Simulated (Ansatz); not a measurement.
# HO₂ radical: geometry and frequencies at several levels

The task, for HO₂ radical: geometry and frequencies at several levels. Spin multiplicity 2.

Program: Ansatz 0.2.0. Level of theory: the levels named in each step. These are calculated values, not measurements.

## (1) The system as given

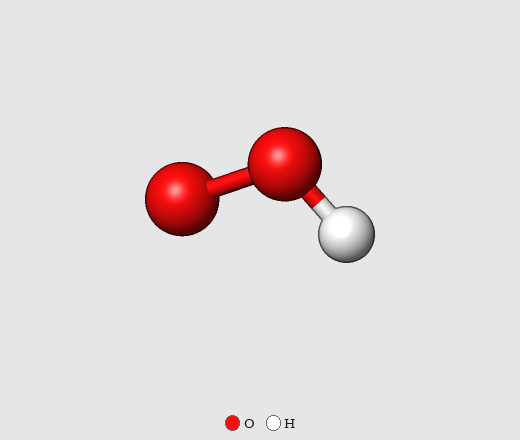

The starting structure, seen from a chosen angle (oxygen red, hydrogen white).

Coordinates:

```xyz
3

O     0.6210   -0.2801    0.0000
O    -0.5429    0.3046   -0.0006
H    -1.2397   -0.3896    0.0096
```

## (2) A rough first relaxation, PBE-D4/def2-SVP

input.yaml

```yaml
crystal:
  periodic: [false, false, false]
  atoms:
    - { symbol: O, position_ang: [0.62098, -0.28005, 0.0] }
    - { symbol: O, position_ang: [-0.54288, 0.3046, -0.0006] }
    - { symbol: H, position_ang: [-1.23968, -0.38965, 0.00958] }
magnetization:
  spin_polarized: true
  initial_magnetization: 1
basis:
  gaussian: { orbitals: def2-SVP }
hamiltonian:
  xc: pbe
  dispersion: d4
relax:
  f_tol: 0.03
  max_steps: 200
```

Started as:

```bash
$ ansatz run input.yaml --threads 2 --pin off --max-ram 5120MiB --backend cpu --events-out ev --progress --plain --runs-dir out
```

Log, cut to the lines that bear on the results:

```text
Warning: RAYON_NUM_THREADS=2 ignored (pool sized by the plan → 2); use --threads N
[...]
Functional definition: PBE
[...]
344 factors; their error is unknown
[...]
mean field -4099.08174802 eV, -150.6384757824 hartree, gradient 2.3e-5 eV, S^2 0.751409; 4 other end points of the search recorded, 0 dependent functions left out
[...]
reference -4099.08176025 eV, -150.6384762318 hartree; 9, 8 occupied and 24, 25 virtual orbitals, 344 factors
relax step   1: F+E_penalty+E_count = -4099.09414921 eV  Δ(F+E_penalty+E_count) = +0.000e0 eV  max|allowed force component| = 1.039e0 eV/Å  Δτ_max = 0.0000 Å  (78 SCF iters, accepted)
[...]
relax step   3: F+E_penalty+E_count = -4099.11052090 eV  Δ(F+E_penalty+E_count) = -4.058e-3 eV  max|allowed force component| = 6.543e-2 eV/Å  Δτ_max = 0.0101 Å  (26 SCF iters, accepted)
[...]
relax step   4: F+E_penalty+E_count = -4099.11061913 eV  Δ(F+E_penalty+E_count) = -9.824e-5 eV  max|allowed force component| = 1.605e-2 eV/Å  Δτ_max = 0.0017 Å  (25 SCF iters, accepted)
344 factors; their error is unknown
[...]
mean field -4099.09821407 eV, -150.6390808985 hartree, gradient 6.6e-6 eV, S^2 0.751427; 5 other end points of the search recorded, 0 dependent functions left out
[...]
reference -4099.09822622 eV, -150.6390813451 hartree; 9, 8 occupied and 24, 25 virtual orbitals, 344 factors
Total energy: -4099.11063129 eV, -150.6395372228 hartree
Atom 0 at     0.623615    -0.289941     0.000088 Å, force    -0.005519    -0.001067     0.000036 eV/Å
Atom 1 at    -0.550908     0.323330    -0.000752 Å, force    -0.010531    -0.009099     0.000140 eV/Å
Atom 2 at    -1.234287    -0.398489     0.009645 Å, force     0.016050     0.010166    -0.000176 eV/Å
Dipole moment:    -0.448234    -0.175897     0.003817 e Å
```

Run time: 1.7 s. Hardware: 2 threads of Arm Neoverse V2, shared host; peak memory 0.089 GiB.

Relaxation path:

```
step  energy from step 1 (eV)  largest force component (eV/Å)
   1                   0.0000                          1.0394
   2                  -0.0123                          0.4480
   3                  -0.0164                          0.0654
   4                  -0.0165                          0.0160
```

Step 1 is the start.

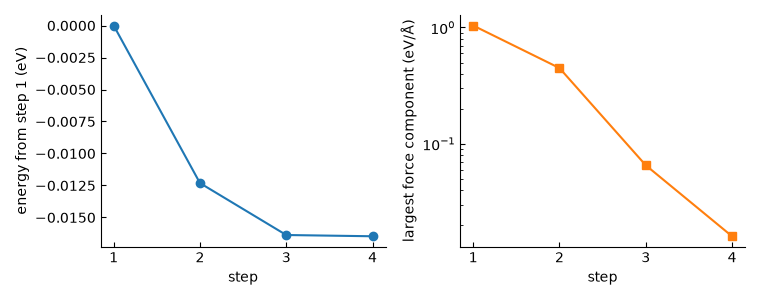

Energy and largest force along the relaxation.

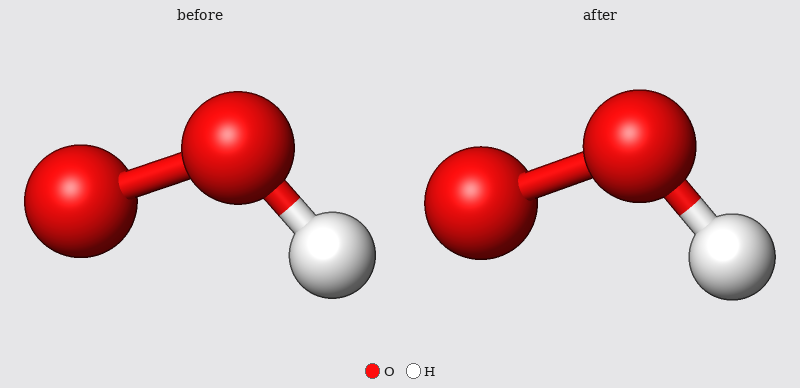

Before and after, at one scale. The change is too small to see at this scale.

Before: Bond lengths: O1–O2 1.302 Å, O2–H3 0.984 Å. Angles: O1–O2–H3 108.4°.

After: Bond lengths: O1–O2 1.325 Å, O2–H3 0.994 Å. Angles: O1–O2–H3 105.9°.

## (3) Relaxation, PBE0-D4/def2-TZVPP

input.yaml

```yaml
crystal:
  periodic: [false, false, false]
  atoms:
    - { symbol: O, position_ang: [0.62361453, -0.2899407, 8.782e-05] }
    - { symbol: O, position_ang: [-0.55090779, 0.32333009, -0.00075247] }
    - { symbol: H, position_ang: [-1.23428675, -0.39848939, 0.00964465] }
magnetization:
  spin_polarized: true
  initial_magnetization: 1
basis:
  gaussian: { orbitals: def2-TZVPP }
hamiltonian:
  xc: pbe0
  dispersion: d4
relax:
  f_tol: 0.002
  max_steps: 150
```

Started as:

```bash
$ ansatz run input.yaml --threads 2 --pin off --max-ram 5120MiB --backend cpu --events-out ev --progress --plain --runs-dir out
```

Log, cut to the lines that bear on the results:

```text
Warning: RAYON_NUM_THREADS=2 ignored (pool sized by the plan → 2); use --threads N
[...]
Functional definition: PBE0
[...]
361 factors; their error is unknown
[...]
mean field -4103.96151025 eV, -150.8178037365 hartree, gradient 3.5e-5 eV, S^2 0.754183; 1 other end points of the search recorded, 0 dependent functions left out
[...]
reference -4103.96152445 eV, -150.8178042586 hartree; 9, 8 occupied and 67, 68 virtual orbitals, 361 factors
relax step   1: F+E_penalty+E_count = -4103.97150094 eV  Δ(F+E_penalty+E_count) = +0.000e0 eV  max|allowed force component| = 9.642e-1 eV/Å  Δτ_max = 0.0000 Å  (41 SCF iters, accepted)
[...]
relax step   4: F+E_penalty+E_count = -4103.98880245 eV  Δ(F+E_penalty+E_count) = +1.046e-5 eV  max|allowed force component| = 3.066e-2 eV/Å  Δτ_max = 0.0017 Å  (38 SCF iters, rejected (line search))
[...]
relax step   5: F+E_penalty+E_count = -4103.98882822 eV  Δ(F+E_penalty+E_count) = -1.531e-5 eV  max|allowed force component| = 1.381e-3 eV/Å  Δτ_max = 0.0008 Å  (38 SCF iters, accepted)
361 factors; their error is unknown
[...]
mean field -4103.97885025 eV, -150.8184409699 hartree, gradient 2.6e-5 eV, S^2 0.754106; 2 other end points of the search recorded, 0 dependent functions left out
[...]
reference -4103.97886423 eV, -150.8184414835 hartree; 9, 8 occupied and 67, 68 virtual orbitals, 361 factors
Total energy: -4103.98884219 eV, -150.8188081671 hartree
Atom 0 at     0.608522    -0.288832     0.000145 Å, force     0.001095     0.000257    -0.000008 eV/Å
Atom 1 at    -0.552413     0.316314    -0.000675 Å, force    -0.000796    -0.001381     0.000018 eV/Å
Atom 2 at    -1.217689    -0.392582     0.009509 Å, force    -0.000299     0.001124    -0.000010 eV/Å
Dipole moment:    -0.430659    -0.178818     0.003766 e Å
```

It took 3.6 s on 2 threads of Arm Neoverse V2, shared host; peak memory 0.11 GiB.

The steps of the relaxation:

| step | E - E(step 1) (eV) | largest force component (eV/Å) |
| --- | --- | --- |
| 1 | 0.0000 | 0.9642 |
| 2 | -0.0154 | 0.3453 |
| 3 | -0.0173 | 0.0230 |
| 4 | -0.0173 | 0.0307 |
| 5 | -0.0173 | 0.0014 |

Step 1 is the start. Step 4 was tried and not accepted.

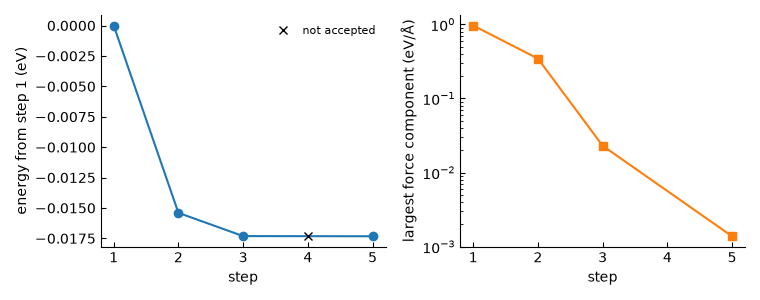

Energy and largest force along the relaxation.

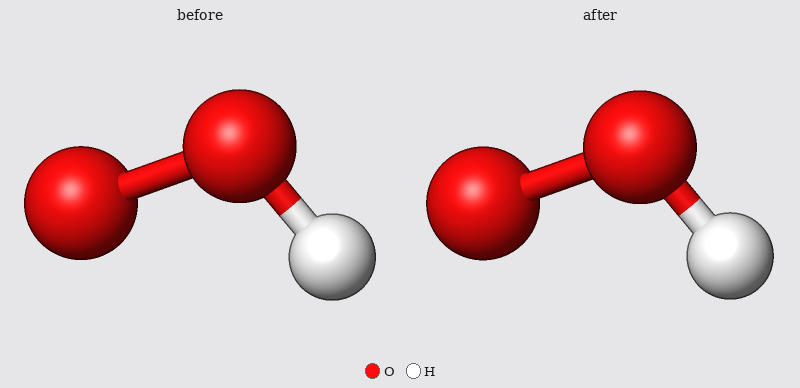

Before and after, at one scale. The change is too small to see at this scale.

Before: Bond lengths: O1–O2 1.325 Å, O2–H3 0.994 Å. Angles: O1–O2–H3 105.9°.

After: Bond lengths: O1–O2 1.309 Å, O2–H3 0.972 Å. Angles: O1–O2–H3 105.6°.

## (4) Relaxation, CCSD(T)/cc-pV(T+d)Z

input.yaml

```yaml
crystal:
  periodic: [false, false, false]
  atoms:
    - { symbol: O, position_ang: [0.60852201, -0.28883212, 0.00014537] }
    - { symbol: O, position_ang: [-0.55241343, 0.31631414, -0.00067481] }
    - { symbol: H, position_ang: [-1.21768859, -0.39258202, 0.00950944] }
magnetization:
  spin_polarized: true
  initial_magnetization: 1
basis:
  gaussian: { orbitals: "cc-pV(T+d)Z.json" }
correlation:
  method: ccsd_t
scf:
  omitted_lower_state_checks: [cluster_reference]
relax:
  f_tol: 0.002
  max_steps: 40
```

Started as:

```bash
$ ansatz run input.yaml --threads 2 --pin off --max-ram 5120MiB --backend cpu --events-out ev --progress --plain --runs-dir out
```

Log, cut to the lines that bear on the results:

```text
Warning: RAYON_NUM_THREADS=2 ignored (pool sized by the plan → 2); use --threads N
[...]
Functional definition: HF
[...]
529 factors; integrals over basis functions are off by at most 3.3e-4 eV
[...]
mean field -4088.16356286 eV, -150.2372398782 hartree, gradient 2.1e-6 eV, S^2 0.761450; 6 other end points of the search recorded, 0 dependent functions left out
2 core orbitals not correlated: weight in the atoms' cores, before any rotation towards them, 1.000 or more for the frozen orbitals, at most 0.000 for the correlated occupied ones
reference -4088.16356286 eV, -150.2372398782 hartree; 7, 6 occupied and 65, 66 virtual orbitals, 529 factors
second order -12.04039553 eV of doubles, -0.00000000 eV of singles
cycle   1  -11.99927051 eV  change    4.1e-2 eV  update   8.4e-2
[...]
perturbative correction -0.45676662 eV, -0.0167858638 hartree
[...]
mean field -4088.13774536 eV, -150.2362911026 hartree, gradient 8.2e-6 eV, S^2 0.761837; 7 other end points of the search recorded, 0 dependent functions left out
2 core orbitals not correlated: weight in the atoms' cores, before any rotation towards them, 1.000 or more for the frozen orbitals, at most 0.000 for the correlated occupied ones
reference -4088.13774536 eV, -150.2362911026 hartree; 7, 6 occupied and 65, 66 virtual orbitals, 529 factors
second order -12.05544248 eV of doubles, -0.00000000 eV of singles
[...]
cycle  15  -12.49749858 eV  change    4.5e-7 eV  update   2.7e-7
perturbative correction -0.46683239 eV, -0.0171557741 hartree
[...]
Total energy: -4101.10207633 eV, -150.7127214784 hartree
Atom 0 at     0.615638    -0.297546     0.000201 Å, force    -0.000196    -0.000039     0.000001 eV/Å
Atom 1 at    -0.564798     0.328243    -0.000739 Å, force     0.000543     0.000690    -0.000009 eV/Å
Atom 2 at    -1.212421    -0.395798     0.009518 Å, force    -0.000347    -0.000651     0.000008 eV/Å
Dipole moment:    -0.408239    -0.184003     0.003716 e Å
Checks for a lower state left out: cluster_reference
```

Wall time 69 s (2 threads of Arm Neoverse V2, shared host); peak memory 0.49 GiB.

Step by step:

| step | E - E(step 1) (eV) | largest force component (eV/Å) |
| --- | --- | --- |
| 1 | 0.0000 | 0.9608 |
| 2 | -0.0109 | 0.4739 |
| 3 | -0.0150 | 0.0469 |
| 4 | -0.0152 | 0.0158 |
| 5 | -0.0152 | 0.0007 |

Step 1 is the start.

Before: Bond lengths: O1–O2 1.309 Å, O2–H3 0.972 Å. Angles: O1–O2–H3 105.6°.

After: Bond lengths: O1–O2 1.336 Å, O2–H3 0.971 Å. Angles: O1–O2–H3 103.9°.

## (5) Frequencies, CCSD(T)/cc-pV(T+d)Z

input.yaml

```yaml
crystal:
  periodic: [false, false, false]
  atoms:
    - { symbol: O, position_ang: [0.61563847, -0.29754556, 0.0002009] }
    - { symbol: O, position_ang: [-0.56479784, 0.32824334, -0.0007388] }
    - { symbol: H, position_ang: [-1.21242064, -0.39579778, 0.0095179] }
magnetization:
  spin_polarized: true
  initial_magnetization: 1
basis:
  gaussian: { orbitals: "cc-pV(T+d)Z.json" }
correlation:
  method: ccsd_t
scf:
  omitted_lower_state_checks: [cluster_reference]
phonons: {}
```

Started as:

```bash
$ ansatz run input.yaml --threads 2 --pin off --max-ram 5120MiB --backend cpu --events-out ev --progress --plain --runs-dir out
```

Log, cut to the lines that bear on the results:

```text
Warning: RAYON_NUM_THREADS=2 ignored (pool sized by the plan → 2); use --threads N
[...]
[... 1 set-up line as earlier in the session ...]
[...]
530 factors; integrals over basis functions are off by at most 3.3e-4 eV
[...]
mean field -4088.13774598 eV, -150.2362911254 hartree, gradient 2.3e-6 eV, S^2 0.761837; 6 other end points of the search recorded, 0 dependent functions left out
2 core orbitals not correlated: weight in the atoms' cores, before any rotation towards them, 1.000 or more for the frozen orbitals, at most 0.000 for the correlated occupied ones
reference -4088.13774598 eV, -150.2362911254 hartree; 7, 6 occupied and 65, 66 virtual orbitals, 530 factors
second order -12.05544282 eV of doubles, -0.00000000 eV of singles
cycle   1  -12.00870332 eV  change    4.7e-2 eV  update   8.7e-2
[...]
perturbative correction -0.46683240 eV, -0.0171557742 hartree
[...]
530 factors; integrals over basis functions are off by at most 3.3e-4 eV
[...]
2 core orbitals not correlated: weight in the atoms' cores, before any rotation towards them, 1.000 or more for the frozen orbitals, at most 0.000 for the correlated occupied ones
reference -4088.13628088 eV, -150.2362372842 hartree; 7, 6 occupied and 65, 66 virtual orbitals, 530 factors
second order -12.05676390 eV of doubles, -0.00000000 eV of singles
[...]
cycle  15  -12.49873918 eV  change    4.2e-7 eV  update   2.7e-7
perturbative correction -0.46701969 eV, -0.0171626571 hartree
[...]
Total energy: -4101.10207674 eV, -150.7127214932 hartree
Atom 0 at     0.615638    -0.297546     0.000201 Å, force    -0.000194    -0.000039     0.000001 eV/Å
Atom 1 at    -0.564798     0.328243    -0.000739 Å, force     0.000543     0.000689    -0.000009 eV/Å
Atom 2 at    -1.212421    -0.395798     0.009518 Å, force    -0.000349    -0.000649     0.000008 eV/Å
Dipole moment:    -0.408239    -0.184002     0.003716 e Å
Vibrations: 1134.40 1435.64 3674.70 cm⁻¹, zero-point energy 0.387125 eV
Checks for a lower state left out: cluster_reference
```

It took 2.5 min on 2 threads of Arm Neoverse V2, shared host; peak memory 0.49 GiB.

Harmonic frequencies (cm⁻¹; negative: imaginary): 1134, 1436, 3675.

## (6) Relaxation, CCSD(T)/cc-pwCVTZ, all electrons

input.yaml: that of step 5 with these lines changed.

```diff
@@ -10,7 +10,10 @@
 basis:
-  gaussian: { orbitals: "cc-pV(T+d)Z.json" }
+  gaussian: { orbitals: cc-pwCVTZ.json }
 correlation:
   method: ccsd_t
+  frozen_orbitals: { H: 0, O: 0 }
 scf:
   omitted_lower_state_checks: [cluster_reference]
-phonons: {}
+relax:
+  f_tol: 0.002
+  max_steps: 40
```

Started as:

```bash
$ ansatz run input.yaml --threads 2 --pin off --max-ram 5120MiB --backend cpu --events-out ev --progress --plain --runs-dir out
```

Log, cut to the lines that bear on the results:

```text
Warning: RAYON_NUM_THREADS=2 ignored (pool sized by the plan → 2); use --threads N
[...]
[... 1 set-up line as earlier in the session ...]
[...]
652 factors; integrals over basis functions are off by at most 3.2e-4 eV
[...]
mean field -4088.15193801 eV, -150.2368126729 hartree, gradient 2.6e-6 eV, S^2 0.761863; 6 other end points of the search recorded, 0 dependent functions left out
reference -4088.15193801 eV, -150.2368126729 hartree; 9, 8 occupied and 91, 92 virtual orbitals, 652 factors
second order -15.10815209 eV of doubles, -0.00000000 eV of singles
cycle   1  -15.07485991 eV  change    3.3e-2 eV  update   8.7e-2
[...]
perturbative correction -0.50988849 eV, -0.0187380563 hartree
[...]
relax step   1: F+E_penalty+E_count = -4104.24402679 eV  Δ(F+E_penalty+E_count) = +0.000e0 eV  max|allowed force component| = 9.444e-2 eV/Å  Δτ_max = 0.0000 Å  (207 SCF iters, accepted)
[...]
652 factors; integrals over basis functions are off by at most 3.2e-4 eV
[...]
mean field -4088.15733517 eV, -150.2370110148 hartree, gradient 2.9e-6 eV, S^2 0.761798; 7 other end points of the search recorded, 0 dependent functions left out
reference -4088.15733517 eV, -150.2370110148 hartree; 9, 8 occupied and 91, 92 virtual orbitals, 652 factors
second order -15.10556102 eV of doubles, -0.00000000 eV of singles
[...]
cycle  15  -15.57821315 eV  change    5.6e-7 eV  update   2.9e-7
perturbative correction -0.50864646 eV, -0.0186924128 hartree
[...]
Total energy: -4104.24419478 eV, -150.8281922015 hartree
Atom 0 at     0.614385    -0.296912     0.000200 Å, force     0.000079    -0.000034    -0.000000 eV/Å
Atom 1 at    -0.564098     0.327045    -0.000730 Å, force    -0.000223    -0.000139     0.000002 eV/Å
Atom 2 at    -1.211867    -0.395233     0.009510 Å, force     0.000143     0.000173    -0.000002 eV/Å
Dipole moment:    -0.409501    -0.183636     0.003718 e Å
Checks for a lower state left out: cluster_reference
```

It took 6.3 min on 2 threads of Arm Neoverse V2, shared host; peak memory 1.3 GiB.

Step by step:

```
step  energy from step 1 (eV)  largest force component (eV/Å)
   1                   0.0000                          0.0944
   2                  -0.0001                          0.0406
   3                  -0.0002                          0.0046
   4                  -0.0002                          0.0054
   5                  -0.0002                          0.0002
```

Step 1 is the start.

Before: Bond lengths: O1–O2 1.336 Å, O2–H3 0.971 Å. Angles: O1–O2–H3 103.9°.

After: Bond lengths: O1–O2 1.333 Å, O2–H3 0.970 Å. Angles: O1–O2–H3 104.0°.

## (7) The levels compared

```tsv
level	O1–O2 (Å)	rotational constants (MHz)	dipole (D)	highest frequency (cm⁻¹)	CPU time
PBE0-D4/def2-TZVPP	1.3092	627740, 34662, 32849	2.24	-	6.8 s
CCSD(T)/cc-pV(T+d)Z	1.3361	615840, 33430, 31709	2.15	3675	2.2 min
CCSD(T)/cc-pwCVTZ, all electrons	1.3335	618090, 33552, 31824	2.16	-	13 min
```

Constants are for the commonest isotopes at the equilibrium geometry; times are CPU times of the relaxations.

## (8) What came out

```
                                 quantity              value
O1–O2 at CCSD(T)/cc-pwCVTZ, all electrons            1.333 Å
       frequencies at CCSD(T)/cc-pV(T+d)Z  1134 to 3675 cm⁻¹
```

The O–O distance spreads over 0.027 Å, from PBE0-D4/def2-TZVPP (shortest) to CCSD(T)/cc-pV(T+d)Z. No mode is imaginary, so the geometry is a minimum.
